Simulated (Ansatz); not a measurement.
## SiGe (model cell, started as CsCl type): relaxing the cell for a phonon run

Task: relax SiGe (model cell, started as CsCl type) tightly.

Main program and level: Ansatz 0.2.0; DFT PBEsol, scalar-relativistic, plane waves, PAW.

The structure was built from a prototype and need not be the compound's stable phase.

### 1. The starting structure

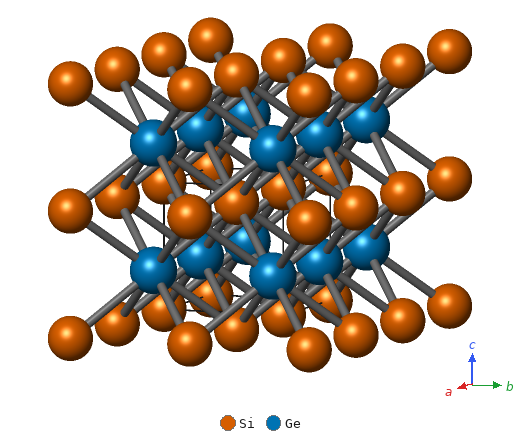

Start, viewed slightly off an axis; silicon orange, germanium blue. 3×2×2 cells are drawn. Some periodic images of atoms are drawn too.

### 2. Probe on a coarse mesh

A quick single point on a coarse mesh tells whether the cell has a gap and how far it is from rest, which sets the k mesh and smearing that follow.

File input.yaml:

```yaml
crystal:
  lattice:
    - [2.88213, 0.0, 0.0]
    - [0.0, 2.88213, 0.0]
    - [0.0, 0.0, 2.88213]
  atoms:
    - { symbol: Si, position: [0.0, 0.0, 0.0] }
    - { symbol: Ge, position: [0.5, 0.5, 0.5] }
kpoints:
  mp_grid: { grid: [6, 6, 6] }
hamiltonian:
  xc: pbesol
scf:
  occupations: { method: gaussian, width: 0.1 }
output:
  forces: true
  stress: true
  eigenvalues: true
```

Started as:

```
$ ansatz run input.yaml --threads 4 --pin off --max-ram 7168MiB --backend cpu --events-out ev --progress --plain --runs-dir out
```

Numbers of over 12 decimals in the logs are rounded to 6 here.

What it wrote:

```text
Engine: ansatz 0.2.0, aarch64-unknown-linux-gnu
Pseudopotentials: kind: paw
Pseudopotential: Si, paw, valence charge 4, recommended cutoff 420 eV (normal), Si.paw.azcp
Pseudopotential: Ge, paw, valence charge 14, recommended cutoff 420 eV (normal), Ge.paw.azcp
Functional definition: PBEsol
  exchange = pbesol_x
  correlation = pbesol_c
Crystal: 2 atoms, lattice volume = 23.941 Å³
[...]
k-point 0: bands = [... 5 lower, -0.6602, 15.5998, 15.5998, 15.5998, 18.8659, 18.9599, 18.9599, 31.0555, ... 4 higher]
  k-point 1: bands = [... 5 lower, -0.1587, 11.7000, 16.0985, 16.0985, 19.3257, 19.3926, 23.6109, 27.2476, ... 4 higher]
  k-point 2: bands = [... 5 lower, 1.3468, 7.3661, 17.5700, 17.5700, 20.6079, 20.6391, 23.2703, 23.2703, ... 4 higher]
  k-point 19: bands = [... 5 lower, 12.1407, 12.4266, 12.4266, 12.4266, 13.1705, 13.1705, 13.1705, 13.3656, ... 4 higher]
[key lines of the parts left out:]
SCF converged after 6 iterations
Free energy (F): -4872.983417 eV
Fermi energy:    16.317133 eV
P = ⅓ Tr σ = 55.2323 GPa (552.323 kbar)
```

The job ended after 0.34 s (4 threads of Arm Neoverse V2, shared host; peak memory 0.27 GiB).

This step gave:

| Property | Result |
| --- | --- |
| pressure | 55.23 GPa |
| volume per atom | 11.97 Å³ |
| gap on the k-mesh | 0 eV |

The coarse mesh shows no gap and a pressure of 55.2 GPa.

### 3. Rough relaxation

A rough relaxation comes first, because large forces or stress need no tight tolerances yet.

input.yaml, the sections that differ from step 2:

```yaml
kpoints:
  mp_grid: { grid: [8, 8, 8] }
relax:
  adjacent_minimum: "off"
  f_tol: 0.05
  max_steps: 80
  cell: { stress_tol: 0.5 }
# crystal, hamiltonian, scf, output: as in step 2
```

What it wrote:

```text
[...]
Crystal: 2 atoms, lattice volume = 23.941 Å³
Basis set: ecut = 420 eV, 461 PW (Γ), exchange–correlation on 40×40×40 points (8 copies of the dense FFT grid, shifted against one another)
Bands: 13, of which v1, the nominal top of the filled ones, is band 9 counted from 1 (8 counted from 0)
Symmetry: 48 space group operations
[...]
k-points: 35 of 512
[...]
--- Relaxed structure (4 steps of the walk, 4 accepted, 1 SCFs on fresh bases) ---
  F+E_penalty+E_count = -4874.11026561 eV   max|allowed force component| = 2.104e-30 eV/Å   (the final SCF, on the basis selected at the relaxed cell)
  cell:  # Å, volume = 32.3787 Å³
    - [3.187277, 0, 0]
    - [0, 3.187277, 0]
    - [0, 0, 3.187277]
  atoms:
    - { symbol: Si, position: [0, 0, 0] }
    - { symbol: Ge, position: [0.5, 0.5, 0.5] }
[key lines of the parts left out:]
SCF converged after 6 iterations
Free energy (F): -4874.110266 eV
Fermi energy:    11.225343 eV
P = ⅓ Tr σ = 0.3836 GPa (3.836 kbar)
```

It took 1.6 s on 4 threads; peak memory 0.3 GiB; 5.1 s of CPU time.

The steps of the relaxation:

| step | energy less that of the first step (eV) | largest force component (eV/Å) | pressure (GPa) | volume (Å³) |
| --- | --- | --- | --- | --- |
| 1 | 0.0000 | 0.0000 | 53.85 | 23.94 |
| 2 | -0.8073 | 0.0000 | 20.29 | 27.62 |
| 3 | -1.0260 | 0.0000 | 6.03 | 30.43 |
| 4 | -1.0573 | 0.0000 | -0.48 | 32.38 |
| 5* | -1.0729 | 0.0000 | 0.38 | 32.38 |

Relaxation steps marked * repeat the geometry before them on a plane-wave basis chosen anew for their cell, so energy and pressure can jump there.

The run keeps the 48 symmetry operations that it works with, so distortions that break them were not tested.

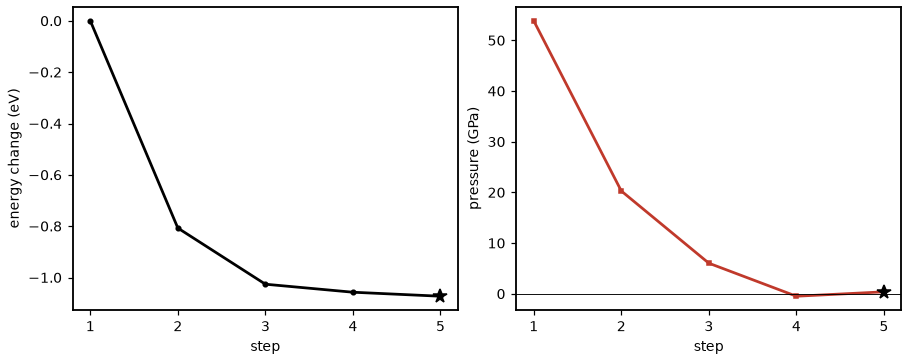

Energy and pressure along the relaxation. Stars mark steps on a basis chosen anew.

| conventional cell, symmetrised | before | after | change |
| --- | --- | --- | --- |
| a (Å) | 2.882 | 3.187 | +10.6 % |
| b (Å) | 2.882 | 3.187 | +10.6 % |
| c (Å) | 2.882 | 3.187 | +10.6 % |
| volume (Å³/atom) | 11.97 | 16.19 | +35.2 % |

The relaxed structure:

```xyz
2
Lattice="3.1873 0.0000 0.0000 0.0000 3.1873 0.0000 0.0000 0.0000 3.1873" Properties=species:S:1:pos:R:3 pbc="T T T"
Si    0.0000    0.0000    0.0000
Ge    1.5936    1.5936    1.5936
```

This step gave:

```yaml
pressure: 0.3836 GPa
volume_per_atom: 16.19 Å³
```

In this step the volume went from 11.97 to 16.19 Å³/atom.

### 4. Bringing the structure to rest

The cell and atoms are relaxed, since residual forces and stress would shift the frequencies.

input.yaml, the sections that differ from step 3:

```yaml
crystal:
  lattice:
    - [3.1872774059, 0.0, 0.0]
    - [0.0, 3.1872774059, 0.0]
    - [0.0, 0.0, 3.1872774059]
  atoms:
    - { symbol: Si, position: [0.0, 0.0, 0.0] }
    - { symbol: Ge, position: [0.5, 0.5, 0.5] }
kpoints:
  mp_grid: { grid: [14, 14, 14] }
relax:
  adjacent_minimum: "off"
  f_tol: 0.005
  max_steps: 80
  cell: { stress_tol: 0.05 }
# hamiltonian, scf, output: as in step 3
```

What it wrote:

```text
[...]
Crystal: 2 atoms, lattice volume = 32.379 Å³
Basis set: ecut = 420 eV, 619 PW (Γ), exchange–correlation on 48×48×48 points (8 copies of the dense FFT grid, shifted against one another)
Bands: 13, of which v1, the nominal top of the filled ones, is band 9 counted from 1 (8 counted from 0)
[... 1 set-up line as in the run before ...]
[...]
k-points: 120 of 2744
[...]
SCF iter   1: F=—  HF=-4874.166211 eV  |F-HF|=—  |Δ(HF+E_count)|=         —  Δρ=1.66e-3  dr2=1.03e-3  ethr=1.77e-3  ⟨swp⟩=5.2  Hψ=19056  notcnv=0  defer=6
[...]
SCF iter   6: F=-4874.165570 eV  HF=-4874.165570 eV  |F-HF|=1.28e-10  |Δ(HF+E_count)|=   5.49e-7  Δρ=1.03e-6  dr2=1.89e-10  ethr=5.56e-10  ⟨swp⟩=7.2  Hψ=9602  notcnv=0
SCF 1 converged in 6 iterations: F = -4874.165570 eV  dr2 = 1.89e-10
[...]
relax step   1: F+E_penalty+E_count = -4874.16556989 eV  Δ(F+E_penalty+E_count) = +0.000e0 eV  max|allowed force component| = 7.560e-29 eV/Å  Δτ_max = 0.0000 Å  P = +1.446 GPa  Ω = 32.379 Å³  (6 SCF iters, dr2 threshold 1.00e-7 eV, accepted)
Crystal: 2 atoms, lattice volume = 33.023 Å³
Bands: 17, of which v1, the nominal top of the filled ones, is band 9 counted from 1 (8 counted from 0)
[...]
SCF iter   4: F=-4874.167953 eV  HF=-4874.167953 eV  |F-HF|=9.37e-11  |Δ(HF+E_count)|=   2.07e-7  Δρ=1.38e-5  dr2=3.52e-8  ethr=1.11e-9  ⟨swp⟩=2.9  Hψ=7181  notcnv=0
SCF 2 converged in 4 iterations: F = -4874.167953 eV  dr2 = 3.52e-8
relax step   2: F+E_penalty+E_count = -4874.16795273 eV  Δ(F+E_penalty+E_count) = -2.383e-3 eV  max|allowed force component| = 1.210e-29 eV/Å  Δτ_max = 0.0000 Å  P = -0.178 GPa  Ω = 33.023 Å³  energy of the carried Pulay correction = -1.235e-4 eV  (4 SCF iters, dr2 threshold 2.00e-7 eV, accepted)
Crystal: 2 atoms, lattice volume = 32.951 Å³
[...]
SCF iter   3: F=-4874.168007 eV  HF=-4874.168007 eV  |F-HF|=6.76e-9  |Δ(HF+E_count)|=   3.02e-8  Δρ=9.01e-6  dr2=1.89e-8  ethr=4.40e-10  ⟨swp⟩=4.4  Hψ=5778  notcnv=0
SCF 3 converged in 3 iterations: F = -4874.168007 eV  dr2 = 1.89e-8
relax step   3: F+E_penalty+E_count = -4874.16800698 eV  Δ(F+E_penalty+E_count) = -5.425e-5 eV  max|allowed force component| = 1.019e-29 eV/Å  Δτ_max = 0.0000 Å  P = -0.003 GPa  Ω = 32.951 Å³  energy of the carried Pulay correction = -1.098e-4 eV  (3 SCF iters, dr2 threshold 7.93e-8 eV, accepted)
[...]
SCF iter   5: F=-4874.168119 eV  HF=-4874.168119 eV  |F-HF|=0.00e0  |Δ(HF+E_count)|=  9.09e-12  Δρ=2.11e-7  dr2=5.76e-12  ethr=1.00e-12  ⟨swp⟩=5.0  Hψ=6592  notcnv=0
SCF 4 converged in 5 iterations: F = -4874.168119 eV  dr2 = 5.76e-12
relax step   4: F+E_penalty+E_count = -4874.16811865 eV  Δ(F+E_penalty+E_count) = -1.117e-4 eV  max|allowed force component| = 1.880e-29 eV/Å  Δτ_max = 0.0000 Å  P = -0.001 GPa  Ω = 32.951 Å³  stress off target by 1.10e-3 GPa  SCF on the basis re-selected at this cell (its energy is not comparable with the rows above)  (5 SCF iters)
[...]
SCF converged after 5 iterations
Free energy (F): -4874.168119 eV
[...]
Internal energy: -4874.162532 eV  (E = F + TS)
E sigma→0 (E₀):  -4874.165326 eV
Entropy (-TS):   -0.005586 eV (-2.793 meV/atom)
Fermi energy:    10.921838 eV
[...]
--- Stress (GPa, compression-positive) ---
       -0.001104      -0.000000      -0.000000
       -0.000000      -0.001104       0.000000
       -0.000000       0.000000      -0.001104
  P = ⅓ Tr σ = -0.0011 GPa (-0.011 kbar)
--- Band table (eV; the first three rows and the last of 120) ---
  k-point 0: bands = [... 5 lower, -2.8057, 10.1928, 10.4603, 10.4603, 10.4603, 14.3566, 14.3566, 21.2804, ... 4 higher]
  k-point 1: bands = [... 5 lower, -2.7324, 8.9996, 10.5323, 10.5323, 11.1407, 14.4247, 15.0586, 20.8200, ... 4 higher]
  k-point 2: bands = [... 5 lower, -2.5127, 7.4665, 10.7478, 10.7478, 11.5939, 14.6284, 16.7021, 19.7695, ... 4 higher]
  k-point 119: bands = [... 5 lower, 5.6955, 6.8815, 8.4584, 8.4584, 8.4584, 8.7945, 8.7945, 8.7945, ... 4 higher]
--- Relaxed structure (3 steps of the walk, 3 accepted, 1 SCFs on fresh bases) ---
[...]
cell:  # Å, volume = 32.9509 Å³
    - [3.205941, 0.0, 0]
    - [0.0, 3.205941, 0]
    - [0, 0, 3.205941]
  atoms:
    - { symbol: Si, position: [0, 0, 0] }
    - { symbol: Ge, position: [0.500000, 0.500000, 0.500000] }
```

It took 3.5 s on 4 threads; peak memory 0.38 GiB.

Step by step:

| step | energy less that of the first step (eV) | largest force component (eV/Å) | pressure (GPa) | volume (Å³) |
| --- | --- | --- | --- | --- |
| 1 | 0.0000 | 0.0000 | 1.45 | 32.38 |
| 2 | -0.0024 | 0.0000 | -0.18 | 33.02 |
| 3 | -0.0024 | 0.0000 | 0.00 | 32.95 |
| 4* | -0.0025 | 0.0000 | 0.00 | 32.95 |

Relaxation steps marked * repeat the geometry before them on a plane-wave basis chosen anew for their cell, so energy and pressure can jump there.

Forces are held to the 48 operations that the run works with; a distortion that breaks them can't arise in this run.

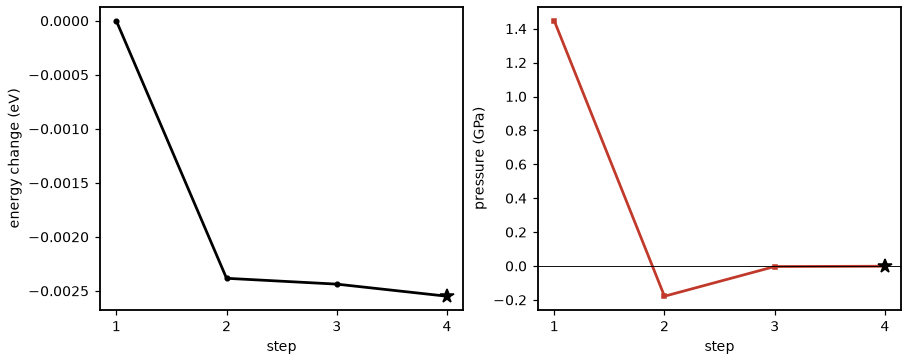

Energy and pressure along the relaxation. Stars mark steps on a basis chosen anew.

| conventional cell, symmetrised | before | after | change |
| --- | --- | --- | --- |
| a (Å) | 3.187 | 3.206 | +0.6 % |
| b (Å) | 3.187 | 3.206 | +0.6 % |
| c (Å) | 3.187 | 3.206 | +0.6 % |
| volume (Å³/atom) | 16.19 | 16.48 | +1.8 % |

Final coordinates:

```xyz
2
Lattice="3.2059 0.0000 0.0000 0.0000 3.2059 0.0000 0.0000 0.0000 3.2059" Properties=species:S:1:pos:R:3 pbc="T T T"
Si    0.0000    0.0000    0.0000
Ge    1.6030    1.6030    1.6030
```

This step gave:

| Item | Value |
| --- | --- |
| pressure | -0.001104 GPa |
| volume per atom | 16.48 Å³ |

In this step the volume went from 16.19 to 16.48 Å³/atom.

### 5. Tight relaxation

Phonons need a cell at rest on their own settings, so the relaxation is repeated with tight tolerances on forces and stress, using the mesh and the filling of the phonon run that follows.

File input.yaml:

```yaml
crystal:
  lattice:
    - [3.2059413436, 0.0, 0.0]
    - [0.0, 3.2059413436, 0.0]
    - [0.0, 0.0, 3.2059413436]
  atoms:
    - { symbol: Si, position: [0.0, 0.0, 0.0] }
    - { symbol: Ge, position: [0.5, 0.5, 0.5] }
kpoints:
  mp_grid: { grid: [16, 16, 16] }
hamiltonian:
  xc: pbesol
scf:
  occupations: { method: methfessel_paxton, width: 0.2 }
output:
  forces: true
  stress: true
  eigenvalues: true
relax:
  adjacent_minimum: "off"
  f_tol: 0.001
  max_steps: 60
  cell: { stress_tol: 0.01 }
```

What it wrote:

```text
[...]
Crystal: 2 atoms, lattice volume = 32.951 Å³
Basis set: ecut = 420 eV, 619 PW (Γ), exchange–correlation on 48×48×48 points (8 copies of the dense FFT grid, shifted against one another)
Bands: 13, of which v1, the nominal top of the filled ones, is band 9 counted from 1 (8 counted from 0)
[... 1 set-up line as in the run before ...]
[...]
k-points: 165 of 4096
[...]
k-point 164: bands = [... 5 lower, 5.7978, 6.9889, 8.5236, 8.5236, 8.5236, 8.8670, 8.8670, 8.8670, ... 4 higher]
--- Relaxed structure (3 steps of the walk, 3 accepted, 1 SCFs on fresh bases) ---
[...]
cell:  # Å, volume = 32.7488 Å³
    - [3.199373, 0, 0]
    - [0, 3.199373, 0.0]
    - [0, 0.0, 3.199373]
  atoms:
    - { symbol: Si, position: [0, 0, 0] }
    - { symbol: Ge, position: [0.500000, 0.500000, 0.500000] }
[key lines of the parts left out:]
SCF converged after 5 iterations
Free energy (F): -4874.168158 eV
Fermi energy:    11.063539 eV
P = ⅓ Tr σ = -0.0021 GPa (-0.021 kbar)
```

Run time: 4.8 s. Hardware: 4 threads; peak memory 0.39 GiB.

Relaxation path:

| step | energy less that of the first step (eV) | largest force component (eV/Å) | pressure (GPa) | volume (Å³) |
| --- | --- | --- | --- | --- |
| 1 | 0.0000 | 0.0000 | -0.52 | 32.95 |
| 2 | -0.0004 | 0.0000 | 0.12 | 32.70 |
| 3 | -0.0004 | 0.0000 | 0.00 | 32.75 |
| 4* | -0.0003 | 0.0000 | 0.00 | 32.75 |

Relaxation steps marked * repeat the geometry before them on a plane-wave basis chosen anew for their cell, so energy and pressure can jump there.

The run keeps the 48 symmetry operations that it works with, so distortions that break them were not tested.

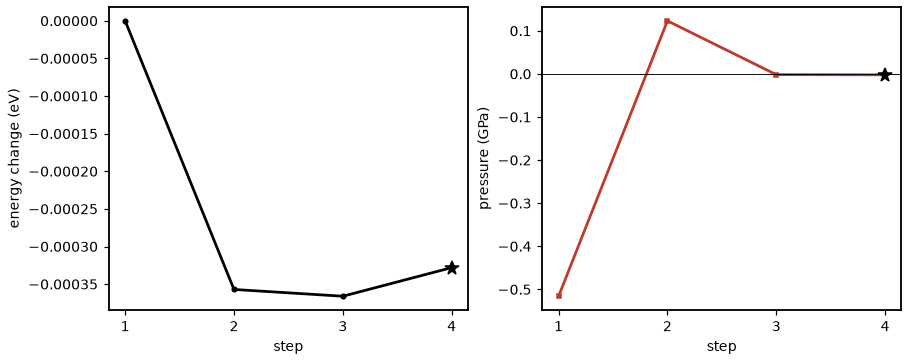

Energy and pressure along the relaxation. Stars mark steps on a basis chosen anew.

| conventional cell, symmetrised | before | after | change |
| --- | --- | --- | --- |
| a (Å) | 3.206 | 3.199 | -0.2 % |
| b (Å) | 3.206 | 3.199 | -0.2 % |
| c (Å) | 3.206 | 3.199 | -0.2 % |
| volume (Å³/atom) | 16.48 | 16.37 | -0.6 % |

The relaxed structure:

```xyz
2
Lattice="3.1994 0.0000 0.0000 0.0000 3.1994 0.0000 0.0000 0.0000 3.1994" Properties=species:S:1:pos:R:3 pbc="T T T"
Si    0.0000    0.0000    0.0000
Ge    1.5997    1.5997    1.5997
```

Numbers from this step:

```
pressure        : -0.002091 GPa
volume per atom : 16.37 Å³
```

The forces vanish by symmetry and the pressure is -0.002 GPa, within the tolerances set. The cell now holds 16.37 Å³/atom.

### 6. Summary of results

```json
{
 "space group after relaxation (within 0.01 Å)": "Pm-3m",
 "lattice constant a": "3.199 Å",
 "lattice constant b": "3.199 Å",
 "lattice constant c": "3.199 Å",
 "volume per atom": "16.4 Å³"
}
```

What this shows: The forces vanish by symmetry and the pressure is -0.002 GPa, within the tolerances set. The cell now holds 16.37 Å³/atom. The relaxation keeps the symmetry of its start, so it says nothing on stability against lower symmetry. The starting cell was built on a prototype and not taken from a measurement, so the phase need not exist.

[Logs are printed without paths, hosts, clocks, repeated set-up lines and the standing remarks that a program may print on its own settings, such as how far it seeks lower states.]

[Hosts, paths, dates, database ids (printed as entryN), source tags and the programs' standing remarks are cut or masked in the printed files.]
